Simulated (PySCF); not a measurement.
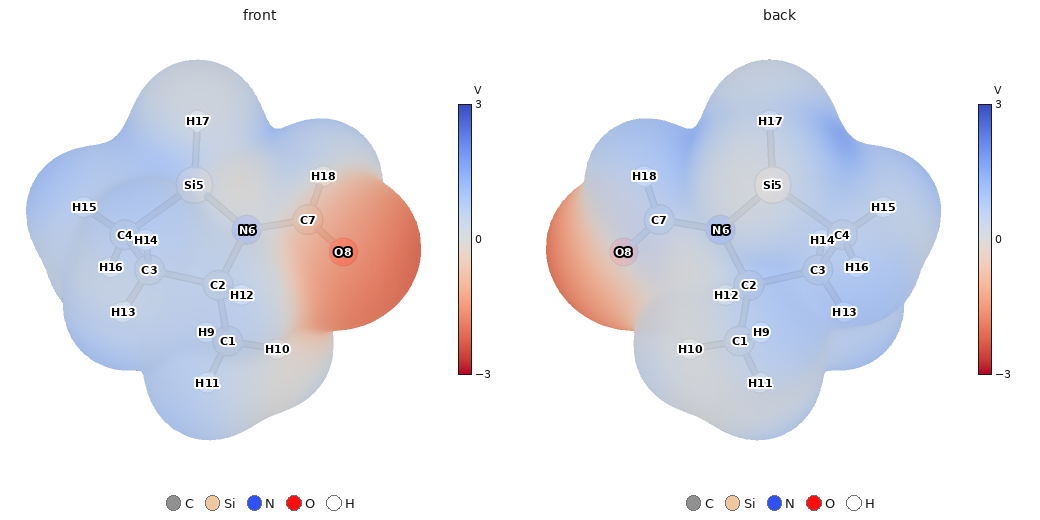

The picture shows: C5H10NOSi (doublet). The electrostatic potential painted on the density surface at 0.002 e/bohr³, seen from the front and from behind; the colour scale runs from red (negative) to blue (positive).

Geometry: GFN2-xTB.

These are results of UKS B3LYP, pcH-1 on C H N O Si, non-relativistic, mean-field spin-orbit, GIAO in PySCF 2.14.0, density-fitted response routines, not measurements.

| atom | x (Å) | y (Å) | z (Å) |
| --- | --- | --- | --- |
| C | 0.7524 | -1.6340 | -0.2511 |
| C | 0.3633 | -0.3989 | 0.5562 |
| C | -1.1371 | -0.3327 | 0.8490 |
| C | -1.8663 | 0.1553 | -0.4054 |
| Si | -0.6435 | 1.4203 | -1.1403 |
| N | 0.6944 | 0.8130 | -0.1841 |
| C | 1.9467 | 1.2978 | -0.1270 |
| O | 2.8618 | 0.8414 | 0.5144 |
| H | 0.2139 | -1.6565 | -1.1963 |
| H | 1.8197 | -1.6127 | -0.4575 |
| H | 0.5256 | -2.5363 | 0.3113 |
| H | 0.9426 | -0.3893 | 1.4859 |
| H | -1.5045 | -1.3058 | 1.1768 |
| H | -1.3021 | 0.3819 | 1.6581 |
| H | -2.8301 | 0.5943 | -0.1528 |
| H | -2.0659 | -0.6771 | -1.0798 |
| H | -0.8305 | 2.8374 | -0.8204 |
| H | 2.0507 | 2.2083 | -0.7486 |

Question: Describe the electrostatic potential map.

Answer: The most negative region (about −2.0 V) lies over O8, the most positive (about +1.4 V) over Si5. O8 is the likeliest acceptor of a hydrogen bond.
